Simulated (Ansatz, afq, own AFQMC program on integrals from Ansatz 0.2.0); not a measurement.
**NH4 (doublet): AFQMC on the coupled-cluster ladder at distance N1–H4 along a hydrogen transfer = 1.012 Å, cc-pVTZ**

How near does AFQMC come to the top of the ladder for NH4 (doublet)?

Program: Ansatz 0.2.0, Gaussian basis, and an in-house AFQMC program (afq) on its integrals; all values are calculated. Level of theory: cc-pVTZ, frozen cores. These are calculated values, not measurements.

Plan: PBE (unrestricted); r2SCAN (unrestricted); CCSD(T) on UHF; PBE0 (unrestricted); B3LYP (unrestricted); wB97M-V (unrestricted); B2PLYP (unrestricted); CCSDT(Q) on UHF; Phaseless AFQMC, CISD trial on UHF.

## (1) The system

The geometry derives from fragments relaxed apart (PBE0/def2-TZVP) and kept rigid, so it is no stationary point. A hydrogen atom is moved between rigid fragments.

5 atoms, charge 0, spin multiplicity 2.

Atoms are counted from 1 here; the program's logs count them from 0.

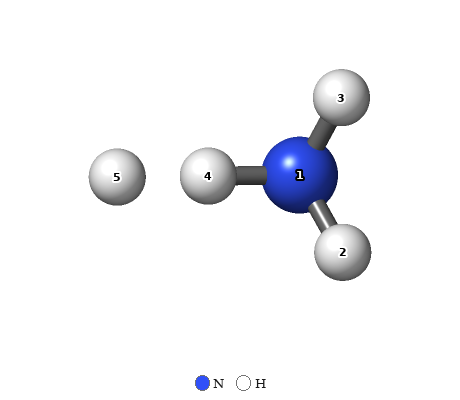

The geometry (nitrogen blue, hydrogen white); atoms are numbered from 1 in the order of the file.

## (2) PBE (unrestricted)

in.yaml reads:

```yaml
crystal:
  periodic: [false, false, false]
  atoms:
    - {symbol: N, position_ang: [-0.136391, -0.031601, -0.049187]}
    - {symbol: H, position_ang: [-0.433671, 0.936233, -0.049186]}
    - {symbol: H, position_ang: [-0.433670, -0.433900, 0.831073]}
    - {symbol: H, position_ang: [0.876070, -0.031600, -0.049187]}
    - {symbol: H, position_ang: [1.886609, -0.031600, -0.049187]}
basis:
  gaussian: {orbitals: cc-pVTZ}
magnetization: {spin_polarized: true, initial_magnetization: 1}
hamiltonian: {xc: {name: PBE}}
output: {orbitals: {seedname: orbitals}}
```

Started as:

```
$ ansatz run in.yaml --threads 1 --pin off --events-out ev --progress --plain --max-ram 5120MiB --backend cpu
```

The log of the run:

```text
Functional definition: PBE
  name "PBE"
  cite "Perdew, Burke & Ernzerhof, Phys. Rev. Lett. 77, 3865 (1996) doi:10.1103/PhysRevLett.77.3865"
  parent pbe
  parameter kappa = 0.804
  parameter beta = 0.06672455060314922
  exchange = pbe_x(kappa = kappa, mu = beta*pi^2/3)
  correlation = pbe_c(beta = beta)
415 factors; their error is unknown
mean field evaluation 1: about -1542.7327 eV, gradient 4.6e1 eV
mean field evaluation 2: about -1515.5235 eV, gradient 7.9e1 eV
mean field evaluation 4: about -1550.6944 eV, gradient 3.3e0 eV
mean field evaluation 8: about -1550.7630 eV, gradient 3.3e-2 eV
mean field evaluation 16: about -1550.7556 eV, gradient 2.7e-6 eV
mean field -1550.75558579 eV, -56.9892166381 hartree, gradient 2.9e-6 eV, S^2 0.752686; 0 other end points of the search recorded, 0 dependent functions left out
reference -1550.75561195 eV, -56.9892175992 hartree; 6, 5 occupied and 80, 81 virtual orbitals, 415 factors
Total energy: -1550.75561195 eV, -56.9892175992 hartree
```

Wall time 0.78 s (1 thread of AMD EPYC 7R13 (Zen 3), shared host); peak memory 0.73 GiB.

From the report: ⟨S²⟩ of the determinant 0.753 (pure doublet: 0.75).

## (3) r2SCAN (unrestricted)

Changes to in.yaml since step 2:

```diff
@@ -11,3 +11,2 @@
 magnetization: {spin_polarized: true, initial_magnetization: 1}
-hamiltonian: {xc: {name: PBE}}
-output: {orbitals: {seedname: orbitals}}
+hamiltonian: {xc: {name: r2SCAN}}
```

The command is unchanged.

The log of the run:

```text
Functional definition: r2SCAN
  name "r2SCAN"
  cite "Furness, Kaplan, Ning, Perdew & Sun, J. Phys. Chem. Lett. 11, 8208 (2020) doi:10.1021/acs.jpclett.0c02405"
  cite "Furness, Kaplan, Ning, Perdew & Sun, J. Phys. Chem. Lett. 11, 9248 (2020) doi:10.1021/acs.jpclett.0c03077"
  parent r2scan
  parameter k0 = 0.174
  parameter k1 = 0.065
  parameter a1 = 4.9479
  exchange = r2scan_x(k0 = k0, k1 = k1, a1 = a1)
  correlation = r2scan_c
415 factors; their error is unknown
mean field evaluation 1: about -1545.1885 eV, gradient 4.2e1 eV
mean field evaluation 2: about -1528.3658 eV, gradient 6.7e1 eV
mean field evaluation 4: about -1551.8780 eV, gradient 2.1e0 eV
mean field evaluation 8: about -1551.9064 eV, gradient 3.9e-2 eV
mean field evaluation 16: about -1551.8988 eV, gradient 4.4e-5 eV
mean field -1551.89883862 eV, -57.0312304046 hartree, gradient 4.4e-5 eV, S^2 0.754801; 0 other end points of the search recorded, 0 dependent functions left out
reference -1551.89884880 eV, -57.0312307784 hartree; 6, 5 occupied and 80, 81 virtual orbitals, 415 factors
Total energy: -1551.89884880 eV, -57.0312307784 hartree
```

It took 1.3 s on 1 thread of AMD EPYC 7R13 (Zen 3), shared host; peak memory 0.73 GiB.

From the report: ⟨S²⟩ of the determinant 0.755 (pure doublet: 0.75).

## (4) CCSD(T) on UHF

Changes to in.yaml since step 3:

```diff
@@ -11,2 +11,2 @@
 magnetization: {spin_polarized: true, initial_magnetization: 1}
-hamiltonian: {xc: {name: r2SCAN}}
+correlation: {method: ccsd_t, electrons: outside_noble_gas, hamiltonian_folder: ham}
```

Started as:

```
$ ansatz run in.yaml --threads 1 --pin off --events-out ev --progress --plain --max-ram 15360MiB --backend cuda --devices 0, --max-vram 18GiB
```

The log of the run (excerpt; [...] marks lines left out):

```text
Functional definition: HF
  name "HF"
  cite "Fock, Z. Phys. 61, 126 (1930) doi:10.1007/BF01340294"
  parent pbe
[...]
475 factors; integrals over basis functions are off by at most 1.3e-3 eV
[...]
mean field -1542.39322094 eV, -56.6819053978 hartree, gradient 9.0e-6 eV, S^2 0.761404; 1 other end points of the search recorded, 0 dependent functions left out
determinant -1542.39322094 eV, -56.6819053978 hartree, with singles and doubles -1549.49899418 eV, -56.9430377478 hartree
determinant -1538.91393060 eV, -56.5540438363 hartree, with singles and doubles -1545.85057824 eV, -56.8089609350 hartree
1 core orbitals not correlated: weight in the atoms' cores, before any rotation towards them, 1.000 or more for the frozen orbitals, at most 0.000 for the correlated occupied ones
reference -1542.39322094 eV, -56.6819053978 hartree; 5, 4 occupied and 80, 81 virtual orbitals, 475 factors
second order -6.63372708 eV of doubles, -0.00000000 eV of singles
cycle   1  -7.01920861 eV  change   -4.9e-1 eV  update   1.4e-2
[...]
cycle  10  -7.03516233 eV  change   -2.0e-6 eV  update   3.4e-6
perturbative correction -0.22875364 eV, -0.0084065412 hartree
Total energy: -1549.65713691 eV, -56.9488493862 hartree
```

It took 2.7 s on 1 × NVIDIA H100 80GB HBM3 with 1 thread of AMD EPYC 7R13 (Zen 3), shared host; peak host memory 0.81 GiB.

From the report: ⟨S²⟩ of the determinant 0.761 (pure doublet: 0.75); correlation -7.2639 eV; T1 0.012; largest double amplitude 0.03.

This run also writes the integrals to the folder ham.

## (5) PBE0 (unrestricted)

Changes to in.yaml since step 4:

```diff
@@ -11,2 +11,3 @@
 magnetization: {spin_polarized: true, initial_magnetization: 1}
-correlation: {method: ccsd_t, electrons: outside_noble_gas, hamiltonian_folder: ham}
+hamiltonian: {xc: {name: PBE0}}
+output: {orbitals: {seedname: orbitals}}
```

Started as:

```
$ ansatz run in.yaml --threads 1 --pin off --events-out ev --progress --plain --max-ram 5120MiB --backend cpu
```

The log of the run:

```text
Functional definition: PBE0
  name "PBE0"
  cite "Adamo & Barone, J. Chem. Phys. 110, 6158 (1999) doi:10.1063/1.478522"
  cite "Perdew, Burke & Ernzerhof, Phys. Rev. Lett. 77, 3865 (1996) doi:10.1103/PhysRevLett.77.3865"
  parent pbe
  parameter a = 0.25
  parameter kappa = 0.804
  parameter beta = 0.06672455060314922
  exchange = (1 - a)*pbe_x(kappa = kappa, mu = beta*pi^2/3) + a*exact_x
  correlation = pbe_c(beta = beta)
418 factors; their error is unknown
mean field evaluation 1: about -1545.6117 eV, gradient 3.7e1 eV
mean field evaluation 2: about -1538.1732 eV, gradient 5.2e1 eV
mean field evaluation 4: about -1550.8609 eV, gradient 8.8e-1 eV
mean field evaluation 8: about -1550.8650 eV, gradient 4.0e-2 eV
mean field evaluation 16: about -1550.8650 eV, gradient 1.5e-5 eV
mean field -1550.86504828 eV, -56.9932393102 hartree, gradient 1.5e-5 eV, S^2 0.754303; 0 other end points of the search recorded, 0 dependent functions left out
reference -1550.86506852 eV, -56.9932400541 hartree; 6, 5 occupied and 80, 81 virtual orbitals, 418 factors
Total energy: -1550.86506852 eV, -56.9932400541 hartree
```

Run time: 0.72 s. Hardware: 1 thread of AMD EPYC 7R13 (Zen 3), shared host; peak memory 0.73 GiB.

From the report: ⟨S²⟩ of the determinant 0.754 (pure doublet: 0.75).

## (6) B3LYP (unrestricted)

Changes to in.yaml since step 5:

```diff
@@ -11,3 +11,2 @@
 magnetization: {spin_polarized: true, initial_magnetization: 1}
-hamiltonian: {xc: {name: PBE0}}
-output: {orbitals: {seedname: orbitals}}
+hamiltonian: {xc: {name: B3LYP}}
```

Launched as before.

The log of the run (excerpt; [...] marks lines left out):

```text
Functional definition: B3LYP
  name "B3LYP"
  cite "Stephens, Devlin, Chabalowski & Frisch, J. Phys. Chem. 98, 11623 (1994) doi:10.1021/j100096a001"
  cite "Becke, Phys. Rev. A 38, 3098 (1988) doi:10.1103/PhysRevA.38.3098"
  cite "Lee, Yang & Parr, Phys. Rev. B 37, 785 (1988) doi:10.1103/PhysRevB.37.785"
  cite "Vosko, Wilk & Nusair, Can. J. Phys. 58, 1200 (1980) doi:10.1139/p80-159"
[...]
415 factors; their error is unknown
[...]
mean field -1552.94791335 eV, -57.0697831897 hartree, gradient 1.5e-5 eV, S^2 0.753908; 0 other end points of the search recorded, 0 dependent functions left out
reference -1552.94808069 eV, -57.0697893393 hartree; 6, 5 occupied and 80, 81 virtual orbitals, 415 factors
Total energy: -1552.94808069 eV, -57.0697893393 hartree
```

Run time: 0.75 s. Hardware: 1 thread of AMD EPYC 7R13 (Zen 3), shared host; peak memory 0.73 GiB.

From the report: ⟨S²⟩ of the determinant 0.754 (pure doublet: 0.75).

## (7) wB97M-V (unrestricted)

Changes to in.yaml since step 6:

```diff
@@ -11,2 +11,3 @@
 magnetization: {spin_polarized: true, initial_magnetization: 1}
-hamiltonian: {xc: {name: B3LYP}}
+hamiltonian: {xc: {name: wB97M-V}}
+output: {orbitals: {seedname: orbitals}}
```

Same command.

The log of the run (excerpt; [...] marks lines left out):

```text
Functional definition: wB97M-V
  name "wB97M-V"
  cite "Mardirossian & Head-Gordon, J. Chem. Phys. 144, 214110 (2016) doi:10.1063/1.4952647"
  cite "Becke, J. Chem. Phys. 107, 8554 (1997) doi:10.1063/1.475007"
  cite "Vydrov & Van Voorhis, J. Chem. Phys. 133, 244103 (2010) doi:10.1063/1.3521275"
  # Of w^i u^j: cxij and so on, Table III.
[...]
  gx(w, u) = 1 - cx + cx01*u + cx10*w
  gss(w, u) = css00 + css04*u^4 + css10*w + css20*w^2 + css43*w^4*u^3
  gos(w, u) = cos00 + cos10*w + (cos20 + cos21*u)*w^2 + (cos60 + cos61*u)*w^6
[...]
      + integral(e_c_pw_mod_opposite_spin*gos(b97_w_opposite, b97_u_opposite)) + vv10(b, c)
415 factors; their error is unknown
111 factors; integrals over basis functions are off by at most 2.3e-5 eV
[...]
mean field -1551.52187916 eV, -57.0173774000 hartree, gradient 5.6e-5 eV, S^2 0.753296; 0 other end points of the search recorded, 0 dependent functions left out
reference -1551.52191081 eV, -57.0173785631 hartree; 6, 5 occupied and 80, 81 virtual orbitals, 415 factors
Total energy: -1551.52191081 eV, -57.0173785631 hartree
```

Run time: 2.4 s. Hardware: 1 thread of AMD EPYC 7R13 (Zen 3), shared host; peak memory 0.73 GiB.

From the report: ⟨S²⟩ of the determinant 0.753 (pure doublet: 0.75).

## (8) B2PLYP (unrestricted)

Changes to in.yaml since step 7:

```diff
@@ -11,3 +11,3 @@
 magnetization: {spin_polarized: true, initial_magnetization: 1}
-hamiltonian: {xc: {name: wB97M-V}}
-output: {orbitals: {seedname: orbitals}}
+hamiltonian: {xc: {name: B2PLYP}}
+correlation: {electrons: outside_noble_gas}
```

Same command.

The log of the run (excerpt; [...] marks lines left out):

```text
Functional definition: B2PLYP
  name "B2PLYP"
  cite "Grimme, J. Chem. Phys. 124, 034108 (2006) doi:10.1063/1.2148954"
  cite "Becke, Phys. Rev. A 38, 3098 (1988) doi:10.1103/PhysRevA.38.3098"
  cite "Lee, Yang & Parr, Phys. Rev. B 37, 785 (1988) doi:10.1103/PhysRevB.37.785"
[...]
475 factors; integrals over basis functions are off by at most 1.3e-3 eV
[...]
mean field -1549.19409293 eV, -56.9318328338 hartree, gradient 5.7e-6 eV, S^2 0.756897; 0 other end points of the search recorded, 0 dependent functions left out
1 core orbitals not correlated: weight in the atoms' cores, before any rotation towards them, 1.000 or more for the frozen orbitals, at most 0.000 for the correlated occupied ones
reference -1549.19420044 eV, -56.9318367845 hartree; 5, 4 occupied and 80, 81 virtual orbitals, 475 factors
second order -7.97852814 eV of doubles, -0.00000000 eV of singles
Total energy: -1551.34840304 eV, -57.0110022698 hartree
```

It took 0.99 s on 1 thread of AMD EPYC 7R13 (Zen 3), shared host; peak memory 0.73 GiB.

From the report: ⟨S²⟩ of the determinant 0.757 (pure doublet: 0.75).

## (9) CCSDT(Q) on UHF

Changes to in.yaml since step 8:

```diff
@@ -11,3 +11,2 @@
 magnetization: {spin_polarized: true, initial_magnetization: 1}
-hamiltonian: {xc: {name: B2PLYP}}
-correlation: {electrons: outside_noble_gas}
+correlation: {method: ccsdt_q, electrons: outside_noble_gas}
```

Started as:

```
$ ansatz run in.yaml --threads 1 --pin off --events-out ev --progress --plain --max-ram 15360MiB --backend cuda --devices 0, --max-vram 18GiB
```

The log of the run (excerpt; [...] marks lines left out):

```text
Functional definition: HF
  name "HF"
  cite "Fock, Z. Phys. 61, 126 (1930) doi:10.1007/BF01340294"
  parent pbe
[...]
1075 factors; integrals over basis functions are off by at most 2.5e-7 eV
[...]
mean field -1542.39322445 eV, -56.6819055268 hartree, gradient 9.0e-6 eV, S^2 0.761404; 1 other end points of the search recorded, 0 dependent functions left out
determinant -1542.39322445 eV, -56.6819055268 hartree, with singles and doubles -1549.49902083 eV, -56.9430387272 hartree
determinant -1538.91392822 eV, -56.5540437486 hartree, with singles and doubles -1545.85060846 eV, -56.8089620456 hartree
1 core orbitals not correlated: weight in the atoms' cores, before any rotation towards them, 1.000 or more for the frozen orbitals, at most 0.000 for the correlated occupied ones
reference -1542.39322445 eV, -56.6819055268 hartree; 5, 4 occupied and 80, 81 virtual orbitals, 1075 factors
second order -6.63375375 eV of doubles, -0.00000000 eV of singles
cycle   1  -6.84362877 eV  change   -2.1e-1 eV  update   5.7e-2
[...]
cycle  16  -7.27221056 eV  change   -1.6e-7 eV  update   7.6e-7
perturbative correction -0.00960151 eV, -0.0003528491 hartree
Total energy: -1549.67503652 eV, -56.9495071846 hartree
```

It took 7.5 s on 1 × NVIDIA H100 80GB HBM3 with 1 thread of AMD EPYC 7R13 (Zen 3), shared host; peak host memory 0.88 GiB.

From the report: ⟨S²⟩ of the determinant 0.761 (pure doublet: 0.75); correlation -7.2818 eV; T1 0.013; largest double amplitude 0.03.

## (10) Phaseless AFQMC, CISD trial on UHF

It reads the integrals that the CCSD(T) run on this determinant wrote.

Started as:

```
$ afq ham --method phaseless --trial cisd --walkers 1800 --populations 20 --least-time 60 --time-step 0.005 --steps-per-block 50 --equilibration-blocks 28 --max-blocks 4000 --target-error 0.00018 --factor-cut 1e-05 --start spin_pure --seed 2765 --release-times 0.24,0.51,0.99,1.62,2.4 --release-step 0.03 --release-every 3 --taylor-order 6
```

The log of the run:

```text
orbitals 85  electrons 5 4  factors 475 of 475
reference energy -56.68190540 Eh
CCSD correlation -0.25853756 Eh in 11 cycles, weight of the determinant in the CISD state 0.9227
energy of the start -56.940088 Eh
 block  time / (1/Eh)  mean weight  energy / Eh
     1     0.250  0.9998  -56.940608
     2     0.500  0.9997  -56.943334
     3     0.750  0.9996  -56.945483
     4     1.000  1.0002  -56.947710
     5     1.250  1.0002  -56.948822
     6     1.500  0.9996  -56.948929
     7     1.750  1.0000  -56.948423
     8     2.000  0.9995  -56.949411
     9     2.250  0.9998  -56.950030
    10     2.500  1.0000  -56.948888
    11     2.750  0.9999  -56.949582
    13     3.250  1.0007  -56.948908
    15     3.750  0.9999  -56.948961
    17     4.250  1.0001  -56.948065
    19     4.750  0.9999  -56.949550
    21     5.250  1.0004  -56.949865
    23     5.750  0.9993  -56.948731
    25     6.250  1.0004  -56.948727
    27     6.750  1.0000  -56.949331
    29     7.250  0.9994  -56.951663
    31     7.750  0.9997  -56.948582
    33     8.250  0.9997  -56.948987
    35     8.750  1.0000  -56.950450
    37     9.250  0.9999  -56.949741
    39     9.750  1.0002  -56.950312
    41    10.250  1.0002  -56.950005
    43    10.750  1.0001  -56.947823
    45    11.250  1.0003  -56.949463
    47    11.750  1.0005  -56.950025
    49    12.250  0.9999  -56.949455
    51    12.750  0.9997  -56.949664
    53    13.250  1.0009  -56.948599
    55    13.750  0.9997  -56.949372
    57    14.250  1.0006  -56.951109
    59    14.750  0.9998  -56.949987
    61    15.250  0.9994  -56.948919
    63    15.750  0.9999  -56.949241
    65    16.250  1.0003  -56.949771
    67    16.750  0.9996  -56.949113
    69    17.250  1.0004  -56.947679
    71    17.750  0.9996  -56.950693
    73    18.250  0.9998  -56.950007
    75    18.750  1.0007  -56.949441
    77    19.250  1.0002  -56.949689
    79    19.750  0.9997  -56.950300
    81    20.250  0.9999  -56.949832
    83    20.750  0.9996  -56.949926
    85    21.250  0.9993  -56.949268
    87    21.750  1.0001  -56.948654
    89    22.250  0.9999  -56.950047
    91    22.750  1.0007  -56.949480
    93    23.250  1.0002  -56.950644
    95    23.750  0.9999  -56.951665
    97    24.250  1.0001  -56.949344
    99    24.750  1.0002  -56.951065
   101    25.250  0.9997  -56.951986
   103    25.750  1.0002  -56.949255
   105    26.250  0.9995  -56.950039
   107    26.750  0.9999  -56.948029
error from the spread of 20 populations
released: time / (1/Eh)  energy / Eh  error  mean overlap
  0.24  -56.949552  0.000153  0.9958
  0.51  -56.949594  0.000143  0.9940
  0.99  -56.949682  0.000123  0.9809
  1.62  -56.949593  0.000150  0.9690
  2.40  -56.949680  0.000120  0.9530
energy -56.949682 +/- 0.000165 Eh
```

Run time: 69 s. Hardware: 1 × NVIDIA H100 80GB HBM3 with 2 threads of AMD EPYC 7R13 (Zen 3), shared host; peak host memory 1.6 GiB.

Energy -1549.6798 ± 0.0045 eV. Caveats: constraint bias not in the error.

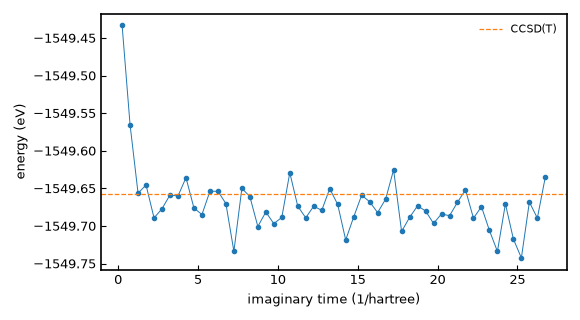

Block energies along the walk.

## (11) AFQMC on the ladder

On the UHF determinant, counted from CCSDT(Q) (a yardstick, not exact):

| level | energy (eV) | from CCSDT(Q) (kJ/mol) | statistical error (kJ/mol) | time |
| --- | --- | --- | --- | --- |
| HF | -1542.3932 | +702.6 |  |  |
| MP2 | -1549.0269 | +62.5 |  |  |
| CCSD | -1549.4284 | +23.8 |  |  |
| CCSD(T) | -1549.6571 | +1.7 |  |  |
| CCSDT(Q) | -1549.6750 | 0.0 |  |  |
| Phaseless AFQMC, CISD trial, step 0.005, 1800 walkers | -1549.6798 | -0.5 | 0.4 | 69 s |

The functionals' totals stand on their own zeros and serve differences with other points: PBE -1550.756 eV; r2SCAN -1551.899 eV; PBE0 -1550.865 eV; B3LYP -1552.948 eV; wB97M-V -1551.522 eV; B2PLYP -1551.348 eV.

## (12) Results

| quantity | value |
| --- | --- |
| CCSD(T) on UHF from CCSDT(Q) | +1.7 kJ/mol |
| Phaseless AFQMC, CISD trial on UHF from CCSDT(Q) | -0.5 ± 0.4 kJ/mol |

What this shows: On UHF the phaseless walk with the CISD trial lies -0.5 kJ/mol from CCSDT(Q), within three error bars. Error bars are statistical and leave out the constraint, the time step and what remains of the start.
